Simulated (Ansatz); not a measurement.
**AsH (triplet): correlated methods under varied settings**

Aim: run AsH (triplet) at one geometry under a spread of methods and options, and see what each costs and gives.

Program: Ansatz 0.2.0, Gaussian basis. Level of theory: the settings change from run to run. These are calculated values, not measurements.

12 further runs of the same task are left out: 1 for a known fault of the program, 4 that didn't finish, 7 set aside as unsound or not needed.

### Step 1. The system

The geometry is a PBE0/def2-TZVP stationary point (not a proven minimum) of the parent state, kept for this charge and spin. No spin-orbit coupling is included. The filled d shell of As may be among the frozen orbitals whatever the setting's name suggests; the logs give the count.

2 atoms, charge 0, spin multiplicity 3.

Atoms are counted from 1 here; the program's logs count them from 0.

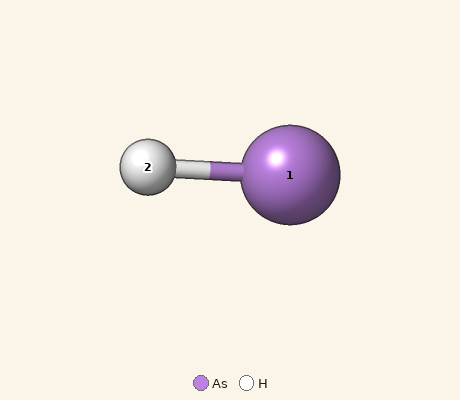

The structure; arsenic purple, hydrogen white; atoms are numbered from 1 in the order of the file.

### Step 2. HF/aug-cc-pVDZ

File in.yaml:

```yaml
crystal:
  periodic: [false, false, false]
  atoms:
    - {symbol: As, position_ang: [0.000000, 0.000000, 0.000000]}
    - {symbol: H, position_ang: [0.000000, 0.000000, 1.529400]}
basis:
  gaussian: {orbitals: aug-cc-pVDZ}
magnetization: {spin_polarized: false, initial_magnetization: 2}
hamiltonian: {xc: hf}
scf: {lower_state_search: off}
output: {orbitals: {seedname: orbitals}}
```

Started as:

```bash
$ ansatz run in.yaml --threads 1 --pin off --events-out ev --progress --plain --max-ram 2393MiB
```

The log of the run:

```text
Functional definition: HF
  name "HF"
  cite "Fock, Z. Phys. 61, 126 (1930) doi:10.1007/BF01340294"
  parent pbe
  exchange = exact_x
  correlation = 0
these checks for a lower state are left out or cut short: stability, starts, cluster_reference, orbital_swaps, neighbouring_geometries, increment
509 factors; integrals over basis functions are off by at most 1.1e-3 eV
mean field evaluation 1: about -60809.8235 eV, gradient 5.5e0 eV
mean field evaluation 2: about -60809.8237 eV, gradient 5.5e0 eV
mean field evaluation 4: about -60810.1189 eV, gradient 6.1e-1 eV
mean field evaluation 8: about -60810.1211 eV, gradient 9.4e-5 eV
mean field -60810.12107823 eV, -2234.7307310446 hartree, gradient 4.9e-7 eV, S^2 2.000000; 0 other end points of the search recorded, 0 dependent functions left out
reference -60810.12107823 eV, -2234.7307310446 hartree; 18, 16 occupied and 27, 29 virtual orbitals, 509 factors
Total energy: -60810.12107823 eV, -2234.7307310446 hartree
Checks for a lower state left out: stability, starts, cluster_reference, orbital_swaps, neighbouring_geometries, increment
```

Wall time 0.36 s (1 thread of Arm Neoverse V2, shared host).

### Step 3. BCCD on UHF/aug-cc-pVDZ

File in.yaml:

```yaml
crystal:
  periodic: [false, false, false]
  atoms:
    - {symbol: As, position_ang: [0.000000, 0.000000, 0.000000]}
    - {symbol: H, position_ang: [0.000000, 0.000000, 1.529400]}
basis:
  gaussian: {orbitals: aug-cc-pVDZ}
magnetization: {spin_polarized: true, initial_magnetization: 2}
correlation: {method: bccd, electrons: outside_noble_gas}
scf: {lower_state_search: light}
```

Launched as before.

The log of the run, cut to the lines that bear on the results:

```text
Functional definition: HF
  name "HF"
  cite "Fock, Z. Phys. 61, 126 (1930) doi:10.1007/BF01340294"
  parent pbe
[...]
509 factors; integrals over basis functions are off by at most 1.1e-3 eV
[...]
mean field -60810.27465779 eV, -2234.7363749891 hartree, gradient 1.8e-6 eV, S^2 2.018867; 0 other end points of the search recorded, 0 dependent functions left out
14 core orbitals not correlated: weight in the atoms' cores, before any rotation towards them, 1.000 or more for the frozen orbitals, at most 0.000 for the correlated occupied ones
reference -60810.27465779 eV, -2234.7363749891 hartree; 4, 2 occupied and 27, 29 virtual orbitals, 509 factors
second order -2.12017701 eV of doubles, -0.00000000 eV of singles
cycle   1  -2.53686917 eV  change   -4.2e-1 eV  update   5.1e-2
[...]
cycle  10  -2.68736325 eV  change   -2.7e-6 eV  update   1.7e-6
Total energy: -60812.96202104 eV, -2234.8351337670 hartree
```

Run time: 0.78 s. Hardware: 1 thread of Arm Neoverse V2, shared host.

From the report: ⟨S²⟩ of the determinant 2.019 (pure triplet: 2.00); correlation -2.6874 eV; largest double amplitude 0.06.

### Step 4. BCCD(T) on UHF/6-31G

File in.yaml:

```yaml
crystal:
  periodic: [false, false, false]
  atoms:
    - {symbol: As, position_ang: [0.000000, 0.000000, 0.000000]}
    - {symbol: H, position_ang: [0.000000, 0.000000, 1.529400]}
basis:
  gaussian: {orbitals: 6-31G}
magnetization: {spin_polarized: true, initial_magnetization: 2}
correlation: {method: bccd_t, electrons: valence}
```

The command is unchanged.

The log of the run, cut to the lines that bear on the results:

```text
Functional definition: HF
  name "HF"
  cite "Fock, Z. Phys. 61, 126 (1930) doi:10.1007/BF01340294"
  parent pbe
[...]
282 factors; integrals over basis functions are off by at most 5.7e-4 eV
[...]
mean field -60801.46661878 eV, -2234.4126855260 hartree, gradient 5.8e-6 eV, S^2 2.011294; 0 other end points of the search recorded, 0 dependent functions left out
9 core orbitals not correlated: weight in the atoms' cores, before any rotation towards them, 1.000 or more for the frozen orbitals, at most 0.000 for the correlated occupied ones
reference -60801.46661878 eV, -2234.4126855260 hartree; 9, 7 occupied and 13, 15 virtual orbitals, 282 factors
second order -4.85328696 eV of doubles, -0.00000000 eV of singles
cycle   1  -4.69737400 eV  change    1.6e-1 eV  update   4.2e-2
[...]
cycle   9  -4.85400590 eV  change    1.9e-6 eV  update   7.9e-6
perturbative correction -0.04376049 eV, -0.0016081684 hartree
Total energy: -60806.36438518 eV, -2234.5926751212 hartree
```

It took 0.57 s on 1 thread of Arm Neoverse V2, shared host.

From the report: ⟨S²⟩ of the determinant 2.011 (pure triplet: 2.00); correlation -4.8978 eV; largest double amplitude 0.09.

### Step 5. CCSD on UHF/6-31G

Edit in.yaml of step 4 so:

```diff
@@ -8,2 +8,3 @@
 magnetization: {spin_polarized: true, initial_magnetization: 2}
-correlation: {method: bccd_t, electrons: valence}
+correlation: {method: ccsd, electrons: valence, diis_vectors: 2}
+scf: {lower_state_search: full}
```

Same command.

The log of the run, cut to the lines that bear on the results:

```text
Functional definition: HF
  name "HF"
  cite "Fock, Z. Phys. 61, 126 (1930) doi:10.1007/BF01340294"
  parent pbe
[...]
282 factors; integrals over basis functions are off by at most 5.7e-4 eV
[...]
mean field -60801.46661878 eV, -2234.4126855260 hartree, gradient 5.8e-6 eV, S^2 2.011294; 2 other end points of the search recorded, 0 dependent functions left out
9 core orbitals not correlated: weight in the atoms' cores, before any rotation towards them, 1.000 or more for the frozen orbitals, at most 0.000 for the correlated occupied ones
reference -60801.46661878 eV, -2234.4126855260 hartree; 9, 7 occupied and 13, 15 virtual orbitals, 282 factors
second order -4.85328696 eV of doubles, -0.00000000 eV of singles
cycle   1  -4.70061202 eV  change    1.5e-1 eV  update   4.2e-2
[...]
cycle  10  -4.85804730 eV  change    4.2e-7 eV  update   1.6e-5
Total energy: -60806.32466609 eV, -2234.5912154715 hartree
```

Wall time 0.51 s (1 thread of Arm Neoverse V2, shared host).

From the report: ⟨S²⟩ of the determinant 2.011 (pure triplet: 2.00); correlation -4.8580 eV; T1 0.006; largest double amplitude 0.09.

### Step 6. MRCISD+Q(4,6)/6-31G

File in.yaml:

```yaml
crystal:
  periodic: [false, false, false]
  atoms:
    - {symbol: As, position_ang: [0.000000, 0.000000, 0.000000]}
    - {symbol: H, position_ang: [0.000000, 0.000000, 1.529400]}
basis:
  gaussian: {orbitals: 6-31G, fitting: {mean_field: def2-universal-jkfit}}
magnetization: {spin_polarized: false, initial_magnetization: 2}
hamiltonian: {pseudopotentials: {relativity: scalar}}
correlation: {method: fic_mrcisd_q, electrons: outside_noble_gas, active_space: {window: {electrons: 4, orbitals: 6}}}
```

Launched as before.

The log of the run, cut to the lines that bear on the results:

```text
Functional definition: HF
  name "HF"
  cite "Fock, Z. Phys. 61, 126 (1930) doi:10.1007/BF01340294"
  parent pbe
[...]
284 factors; integrals over basis functions are off by at most 8.5e-2 eV
[...]
mean field -61337.91476617 eV, -2254.1267913248 hartree, gradient 1.7e-6 eV, S^2 2.000000; 0 other end points of the search recorded, 0 dependent functions left out
reference -61337.91476617 eV, -2254.1267913248 hartree; 18, 16 occupied and 13, 15 virtual orbitals, 284 factors
state -61338.54304215 eV, -2254.1498800413 hartree
contracted CI cycle   1: correlation 0.00000000 eV, 0.0000000000 hartree, residual 6.31e0 eV
contracted CI cycle   2: correlation -0.59210838 eV, -0.0217595816 hartree, residual 1.24e0 eV
contracted CI cycle   3: correlation -0.61829991 eV, -0.0227221025 hartree, residual 3.88e-1 eV
contracted CI cycle   4: correlation -0.62082860 eV, -0.0228150303 hartree, residual 1.33e-1 eV
contracted CI cycle   5: correlation -0.62114417 eV, -0.0228266270 hartree, residual 4.09e-2 eV
contracted CI cycle   6: correlation -0.62117842 eV, -0.0228278860 hartree, residual 1.33e-2 eV
contracted CI cycle   7: correlation -0.62118191 eV, -0.0228280140 hartree, residual 4.32e-3 eV
contracted CI cycle   8: correlation -0.62118223 eV, -0.0228280260 hartree, residual 1.28e-3 eV
contracted CI cycle   9: correlation -0.62118226 eV, -0.0228280270 hartree, residual 3.62e-4 eV
state -61338.54304215 eV, -2254.1498800413 hartree; corrected -61339.17363709 eV, -2254.1730539778 hartree
Total energy: -61339.17363709 eV, -2254.1730539778 hartree
Relativity: scalar
```

It took 1.7 s on 1 thread of Arm Neoverse V2, shared host.

From the report: 117 determinants; active occupations 1.96, 1.00, 1.00, 0.04, 0.00, 0.00.

### Step 7. CCSD(T)/aug-cc-pVDZ

File in.yaml:

```yaml
crystal:
  periodic: [false, false, false]
  atoms:
    - {symbol: As, position_ang: [0.000000, 0.000000, 0.000000]}
    - {symbol: H, position_ang: [0.000000, 0.000000, 1.529400]}
basis:
  gaussian: {orbitals: aug-cc-pVDZ, fitting: {mean_field: def2-universal-jkfit}}
magnetization: {spin_polarized: true, initial_magnetization: 2}
hamiltonian: {xc: {name: PBE0}}
correlation: {method: ccsd_t, electrons: outside_noble_gas}
output: {forces: true}
```

Same command.

The log of the run, cut to the lines that bear on the results:

```text
Functional definition: PBE0
  name "PBE0"
  cite "Adamo & Barone, J. Chem. Phys. 110, 6158 (1999) doi:10.1063/1.478522"
  cite "Perdew, Burke & Ernzerhof, Phys. Rev. Lett. 77, 3865 (1996) doi:10.1103/PhysRevLett.77.3865"
  parent pbe
[...]
284 factors; integrals over basis functions are off by at most 4.1e-1 eV
[...]
mean field -60847.93102425 eV, -2236.1202209321 hartree, gradient 1.5e-6 eV, S^2 2.005909; 0 other end points of the search recorded, 0 dependent functions left out
14 core orbitals not correlated: weight in the atoms' cores, before any rotation towards them, 1.000 or more for the frozen orbitals, at most 0.000 for the correlated occupied ones
reference -60810.06080381 eV, -2234.7285160004 hartree; 4, 2 occupied and 27, 29 virtual orbitals, 284 factors
second order -2.19838327 eV of doubles, -0.07227324 eV of singles
cycle   1  -2.64943542 eV  change   -3.8e-1 eV  update   4.6e-2
[...]
cycle  10  -2.77893130 eV  change   -2.4e-6 eV  update   2.2e-6
perturbative correction -0.06374673 eV, -0.0023426492 hartree
[...]
Total energy: -60812.90348185 eV, -2234.8329824913 hartree
Atom 0 at     0.000000     0.000000     0.000000 Å, force     0.000000     0.000000    -0.268476 eV/Å
Atom 1 at     0.000000     0.000000     1.529400 Å, force     0.000000     0.000000     0.268476 eV/Å
Dipole moment:     0.000000    -0.000000     0.038141 e Å
```

Run time: 2.1 s. Hardware: 1 thread of Arm Neoverse V2, shared host.

From the report: ⟨S²⟩ of the determinant 2.006 (pure triplet: 2.00); correlation -2.8427 eV; T1 0.012; largest double amplitude 0.06. The orbitals are Kohn-Sham ones, so correlation energy and T1 don't compare with those on Hartree-Fock orbitals.

### Step 8. MRCISD+Q(2,6)/cc-pVDZ

File in.yaml:

```yaml
crystal:
  periodic: [false, false, false]
  atoms:
    - {symbol: As, position_ang: [0.000000, 0.000000, 0.000000]}
    - {symbol: H, position_ang: [0.000000, 0.000000, 1.529400]}
basis:
  gaussian: {orbitals: cc-pVDZ, fitting: {mean_field: def2-universal-jkfit}}
magnetization: {spin_polarized: false, initial_magnetization: 2}
correlation: {method: fic_mrcisd_q, electrons: valence, active_space: {window: {electrons: 2, orbitals: 6}, states: [{multiplicity: 3, weights: [0.5, 1, 0.5]}], root: 1}}
scf: {lower_state_search: full}
```

The command is unchanged.

The log of the run, cut to the lines that bear on the results:

```text
Functional definition: HF
  name "HF"
  cite "Fock, Z. Phys. 61, 126 (1930) doi:10.1007/BF01340294"
  parent pbe
[...]
284 factors; integrals over basis functions are off by at most 4.1e-1 eV
[...]
mean field -60810.07007858 eV, -2234.7288568418 hartree, gradient 1.0e-6 eV, S^2 2.000000; 5 other end points of the search recorded, 0 dependent functions left out
reference -60810.07007858 eV, -2234.7288568418 hartree; 18, 16 occupied and 14, 16 virtual orbitals, 284 factors
state -60810.01893576 eV, -2234.7269773779 hartree
state -60803.83534572 eV, -2234.4997346352 hartree
state -60803.80589688 eV, -2234.4986524103 hartree
contracted CI cycle   1: correlation 0.00000000 eV, 0.0000000000 hartree, residual 1.35e1 eV
contracted CI cycle   2: correlation -2.94744149 eV, -0.1083164770 hartree, residual 2.44e0 eV
[...]
contracted CI cycle   6: correlation -3.07034364 eV, -0.1128330477 hartree, residual 8.20e-2 eV
contracted CI cycle   7: correlation -3.07048988 eV, -0.1128384218 hartree, residual 2.54e-2 eV
contracted CI cycle   8: correlation -3.07050204 eV, -0.1128388687 hartree, residual 8.07e-3 eV
contracted CI cycle   9: correlation -3.07050523 eV, -0.1128389859 hartree, residual 8.80e-3 eV
contracted CI cycle  10: correlation -3.07052670 eV, -0.1128397750 hartree, residual 4.15e-2 eV
contracted CI cycle  11: correlation -3.07045635 eV, -0.1128371897 hartree, residual 2.81e-2 eV
contracted CI cycle  12: correlation -3.07046650 eV, -0.1128375626 hartree, residual 6.26e-3 eV
contracted CI cycle  13: correlation -3.07046713 eV, -0.1128375856 hartree, residual 1.79e-3 eV
contracted CI cycle  14: correlation -3.07046718 eV, -0.1128375878 hartree, residual 6.51e-4 eV
state -60803.80589688 eV, -2234.4986524103 hartree; corrected -60807.11706963 eV, -2234.6203357647 hartree
Total energy: -60807.11645684 eV, -2234.6203132449 hartree
```

Run time: 2.1 s. Hardware: 1 thread of Arm Neoverse V2, shared host.

From the report: 18 determinants; active occupations (of the averaged states) 0.75, 0.75, 0.50, 0.00, 0.00, 0.00.

### Step 9. NEVPT2(4,5)/aug-cc-pVDZ

File in.yaml:

```yaml
crystal:
  periodic: [false, false, false]
  atoms:
    - {symbol: As, position_ang: [0.000000, 0.000000, 0.000000]}
    - {symbol: H, position_ang: [0.000000, 0.000000, 1.529400]}
basis:
  gaussian: {orbitals: aug-cc-pVDZ, fitting: {mean_field: def2-universal-jkfit}}
magnetization: {spin_polarized: false, initial_magnetization: 2}
correlation: {method: sc_nevpt2, electrons: outside_noble_gas, active_space: {window: {electrons: 4, orbitals: 5}}}
```

Same command.

The log of the run:

```text
Functional definition: HF
  name "HF"
  cite "Fock, Z. Phys. 61, 126 (1930) doi:10.1007/BF01340294"
  parent pbe
  exchange = exact_x
  correlation = 0
284 factors; integrals over basis functions are off by at most 4.1e-1 eV
mean field evaluation 1: about -60809.8182 eV, gradient 5.5e0 eV
mean field evaluation 2: about -60810.0982 eV, gradient 2.1e0 eV
mean field evaluation 4: about -60810.1204 eV, gradient 1.0e-1 eV
mean field -60810.12048586 eV, -2234.7307092753 hartree, gradient 4.7e-7 eV, S^2 2.000000; 0 other end points of the search recorded, 0 dependent functions left out
reference -60810.12048586 eV, -2234.7307092753 hartree; 18, 16 occupied and 27, 29 virtual orbitals, 284 factors
state -60810.74191015 eV, -2234.7535461967 hartree
state -60810.74191015 eV, -2234.7535461967 hartree; corrected -60812.48096147 eV, -2234.8174551540 hartree
Total energy: -60812.48096147 eV, -2234.8174551540 hartree
```

It took 0.93 s on 1 thread of Arm Neoverse V2, shared host.

From the report: 24 determinants; active occupations 1.96, 1.00, 1.00, 0.03, 0.01.

### Step 10. CASSCF(8,7)/6-31G*

File in.yaml:

```yaml
crystal:
  periodic: [false, false, false]
  atoms:
    - {symbol: As, position_ang: [0.000000, 0.000000, 0.000000]}
    - {symbol: H, position_ang: [0.000000, 0.000000, 1.529400]}
basis:
  gaussian: {orbitals: "6-31G*"}
magnetization: {spin_polarized: false, initial_magnetization: 2}
correlation: {active_space: {window: {electrons: 8, orbitals: 7}}}
accuracy: high
```

Launched as before.

The log of the run:

```text
Functional definition: HF
  name "HF"
  cite "Fock, Z. Phys. 61, 126 (1930) doi:10.1007/BF01340294"
  parent pbe
  exchange = exact_x
  correlation = 0
543 factors; integrals over basis functions are off by at most 3.9e-9 eV
mean field evaluation 1: about -60802.6188 eV, gradient 5.5e0 eV
mean field evaluation 2: about -60802.6270 eV, gradient 5.6e0 eV
mean field evaluation 4: about -60802.8653 eV, gradient 1.0e0 eV
mean field evaluation 8: about -60802.8673 eV, gradient 6.3e-4 eV
mean field -60802.86729705 eV, -2234.4641595028 hartree, gradient 3.4e-8 eV, S^2 2.000000; 0 other end points of the search recorded, 0 dependent functions left out
reference -60802.86729705 eV, -2234.4641595028 hartree; 18, 16 occupied and 19, 21 virtual orbitals, 543 factors
state -60803.73096245 eV, -2234.4958986211 hartree
Total energy: -60803.73096245 eV, -2234.4958986211 hartree
```

It took 6 s on 1 thread of Arm Neoverse V2, shared host.

From the report: 1,225 determinants; active occupations 2.00, 1.99, 1.96, 1.00, 1.00, 0.04, 0.01.

### Step 11. All runs side by side

Where basis and cores are those of an earlier FCI/aug-cc-pVDZ run (-60813.0340 eV), and the state is the same kind, the miss against it is given.

```csv
level,correlated,functions,energy (eV),from FCI (meV),time
HF/aug-cc-pVDZ,,45,-60810.1211,2912.9,0.36 s
BCCD on UHF/aug-cc-pVDZ,outside noble gas,45,-60812.9620,71.9,0.78 s
BCCD(T) on UHF/6-31G,valence,31,-60806.3644,,0.57 s
CCSD on UHF/6-31G,valence,31,-60806.3247,,0.51 s
"MRCISD+Q(4,6)/6-31G (relativity set)",outside noble gas,31,-61339.1736,,1.7 s
CCSD(T)/aug-cc-pVDZ (on PBE0 orbitals),outside noble gas,45,-60812.9035,130.5,2.1 s
"MRCISD+Q(2,6)/cc-pVDZ (excited root 1 of an average)",valence,32,-60807.1165,,2.1 s
"NEVPT2(4,5)/aug-cc-pVDZ",outside noble gas,45,-60812.4810,553.0,0.93 s
"CASSCF(8,7)/6-31G*",,37,-60803.7310,,6 s
```

### Step 12. Summary of results

```
quantity                    value
    runs                        9
quickest   HF/aug-cc-pVDZ, 0.36 s
 slowest  CASSCF(8,7)/6-31G*, 6 s
```

In words: Total energies in different bases, with other cores or another treatment of relativity can't be set against each other. CASSCF(8,7)/6-31G* took 17 times as long as HF/aug-cc-pVDZ; the jobs differ in more than the method. Among the correlated runs with a miss given, it spans +72 to +553 meV. Hartree-Fock, CASSCF and CASCI lack dynamic correlation by design. Cores frozen from Kohn-Sham orbitals shift the total energy.
